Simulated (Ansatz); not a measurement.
# The cluster Cu₂Te− (doublet): one molecule under many settings

Aim: run the cluster Cu₂Te− (doublet) under a spread of inputs, and see what each costs and gives.

Method: the settings change from run to run; program: Ansatz 0.2.0, Gaussian basis.

2 further runs of the same task are left out: 2 set aside as unsound or not needed.

### Step 1. The relaxed structure

An earlier PBE0-D4 in a triple-zeta def2 set relaxation fixed the geometry. Te takes a core potential in def2 sets; no spin-orbit term is included.

3 atoms, charge -1, spin multiplicity 2.

Atoms are counted from 1 here; the program's logs count them from 0.

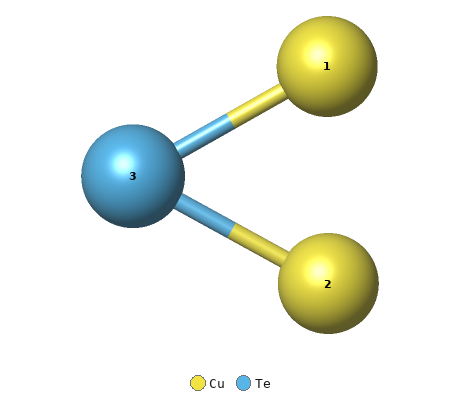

The geometry (copper yellow, tellurium blue); atoms are numbered from 1 in the order of the file.

### Step 2. PBE0/def2-TZVP

Set apart from the defaults: charge 0, multiplicity 1, atoms shaken by 0.15 Å, density fitting with def2-universal-jkfit.

Contents of in.yaml:

```yaml
crystal:
  periodic: [false, false, false]
  atoms:
    - {symbol: Cu, position_ang: [-1.466843, -0.612785, 0.205360]}
    - {symbol: Cu, position_ang: [0.004010, 1.508104, 0.224737]}
    - {symbol: Te, position_ang: [1.411564, -0.699379, -0.018874]}
basis:
  gaussian: {orbitals: def2-TZVP, fitting: {mean_field: def2-universal-jkfit}}
hamiltonian: {xc: {name: PBE0}}
scf: {omitted_lower_state_checks: [starts]}
```

The run is started by

```console
ansatz run in.yaml --threads 2 --pin off --events-out ev --progress --plain --max-ram 4352MiB
```

The log of the run:

```text
Functional definition: PBE0
  name "PBE0"
  cite "Adamo & Barone, J. Chem. Phys. 110, 6158 (1999) doi:10.1063/1.478522"
  cite "Perdew, Burke & Ernzerhof, Phys. Rev. Lett. 77, 3865 (1996) doi:10.1103/PhysRevLett.77.3865"
  parent pbe
  parameter a = 0.25
  parameter kappa = 0.804
  parameter beta = 0.06672455060314922
  exchange = (1 - a)*pbe_x(kappa = kappa, mu = beta*pi^2/3) + a*exact_x
  correlation = pbe_c(beta = beta)
these checks for a lower state are left out or cut short: starts
746 factors; integrals over basis functions are off by at most 5.0e-1 eV
mean field evaluation 1: about -96557.1579 eV, gradient 8.3e1 eV
mean field evaluation 2: about -96301.3944 eV, gradient 5.1e2 eV
mean field evaluation 4: about -96560.4729 eV, gradient 4.8e1 eV
mean field evaluation 8: about -96563.2696 eV, gradient 1.9e-1 eV
mean field evaluation 16: about -96563.2692 eV, gradient 2.5e-4 eV
mean field -96563.26921612 eV, -3548.6346907578 hartree, gradient 3.0e-5 eV, S^2 0.000000; 0 other end points of the search recorded, 0 dependent functions left out
reference -96563.26924586 eV, -3548.6346918507 hartree; 41, 41 occupied and 99, 99 virtual orbitals, 746 factors
Total energy: -96563.26924586 eV, -3548.6346918507 hartree
Checks for a lower state left out: starts
```

Wall time 3 s (2 threads of Arm Neoverse V1, shared host).

### Step 3. B3LYP5/def2-TZVPD

This run has restricted open-shell orbitals, relativity set to scalar.

Contents of in.yaml:

```yaml
crystal:
  periodic: [false, false, false]
  atoms:
    - {symbol: Cu, position_ang: [-1.182321, -0.767727, 0.064160]}
    - {symbol: Cu, position_ang: [-0.116679, 1.406145, -0.024095]}
    - {symbol: Te, position_ang: [1.299000, -0.638417, -0.040075]}
basis:
  gaussian: {orbitals: def2-TZVPD}
total_charge: -1
magnetization: {spin_polarized: false, initial_magnetization: 1}
hamiltonian: {xc: {name: B3LYP5}, pseudopotentials: {relativity: scalar}}
scf: {omitted_lower_state_checks: [starts]}
output: {forces: true}
```

Launched as before.

The log of the run, shortened:

```text
Functional definition: B3LYP5
  name "B3LYP5"
  cite "Stephens, Devlin, Chabalowski & Frisch, J. Phys. Chem. 98, 11623 (1994) doi:10.1021/j100096a001"
  cite "Becke, Phys. Rev. A 38, 3098 (1988) doi:10.1103/PhysRevA.38.3098"
  cite "Lee, Yang & Parr, Phys. Rev. B 37, 785 (1988) doi:10.1103/PhysRevB.37.785"
  cite "Vosko, Wilk & Nusair, Can. J. Phys. 58, 1200 (1980) doi:10.1139/p80-159"
[...]
1492 factors; integrals over basis functions are off by at most 4.0e-4 eV
[...]
mean field -97199.37835738 eV, -3572.0112705289 hartree, gradient 3.4e-5 eV, S^2 0.750000; 0 other end points of the search recorded, 0 dependent functions left out
[...]
reference -97199.37853900 eV, -3572.0112772033 hartree; 42, 41 occupied and 113, 114 virtual orbitals, 1492 factors
Total energy: -97199.37853900 eV, -3572.0112772033 hartree
Relativity: scalar
Atom 0 at    -1.182321    -0.767727     0.064160 Å, force    -0.019756     0.043666    -0.000088 eV/Å
Atom 1 at    -0.116679     1.406145    -0.024095 Å, force    -0.046539    -0.011127     0.002134 eV/Å
Atom 2 at     1.299000    -0.638417    -0.040075 Å, force     0.066296    -0.032540    -0.002046 eV/Å
Dipole moment:    -0.041300     0.020289     0.001274 e Å
Checks for a lower state left out: starts
```

Run time: 13 s. Hardware: 2 threads of Arm Neoverse V1, shared host; peak memory 0.58 GiB.

Largest force 0.074 eV/Å.

### Step 4. PBE-QIDH/def2-SVP

This run has coordinates scaled by 1.12, high accuracy.

Contents of in.yaml:

```yaml
crystal:
  periodic: [false, false, false]
  atoms:
    - {symbol: Cu, position_ang: [-1.324200, -0.859855, 0.071859]}
    - {symbol: Cu, position_ang: [-0.130680, 1.574882, -0.026986]}
    - {symbol: Te, position_ang: [1.454880, -0.715027, -0.044885]}
basis:
  gaussian: {orbitals: def2-SVP}
total_charge: -1
magnetization: {spin_polarized: true, initial_magnetization: 1}
hamiltonian: {xc: {name: PBE-QIDH}}
accuracy: high
scf: {omitted_lower_state_checks: [starts]}
```

The command is unchanged.

The log of the run, shortened:

```text
Functional definition: PBE-QIDH
  name "PBE-QIDH"
  cite "Brémond, Sancho-García, Pérez-Jiménez & Adamo, J. Chem. Phys. 141, 031101 (2014) doi:10.1063/1.4890314"
  cite "Perdew, Burke & Ernzerhof, Phys. Rev. Lett. 77, 3865 (1996) doi:10.1103/PhysRevLett.77.3865"
[...]
1984 factors; integrals over basis functions are off by at most 4.1e-9 eV
[...]
mean field -96517.74191839 eV, -3546.9615934255 hartree, gradient 8.6e-8 eV, S^2 0.772248; 0 other end points of the search recorded, 0 dependent functions left out
14 core orbitals not correlated: weight in the atoms' cores, before any rotation towards them, 1.000 or more for the frozen orbitals, at most 0.000 for the correlated occupied ones
reference -96517.74191936 eV, -3546.9615934611 hartree; 28, 27 occupied and 46, 47 virtual orbitals, 1984 factors
second order -26.99076324 eV of doubles, -0.00000000 eV of singles
Total energy: -96526.73884044 eV, -3547.2922242125 hartree
Checks for a lower state left out: starts
```

Run time: 25 s. Hardware: 2 threads of Arm Neoverse V1, shared host; peak memory 0.61 GiB.

⟨S²⟩ 0.772.

### Step 5. The runs in one table

```
            level  charge  multiplicity  geometry  functions  energy (eV)  time
   PBE0/def2-TZVP       0             1    shaken        140   -96563.269   3 s
B3LYP5/def2-TZVPD      -1             2   relaxed        155   -97199.379  13 s
PBE-QIDH/def2-SVP      -1             2    scaled         88   -96526.739  25 s
```

### Step 6. Summary of results

| quantity | value |
| --- | --- |
| runs | 3 |
| quickest | PBE0/def2-TZVP, 3 s |
| slowest | PBE-QIDH/def2-SVP, 25 s |

What this shows: The runs differ in state or geometry as well as level, so their energies can't be set against each other. Run time spans a factor of 8, from PBE0/def2-TZVP to PBE-QIDH/def2-SVP. The jobs differ in tasks and options as well as level. At the PBE0-D4/def2-TZVPD geometry and in the same state, runs without warnings or point charges leave forces up to 0.07 eV/Å (B3LYP5/def2-TZVPD).
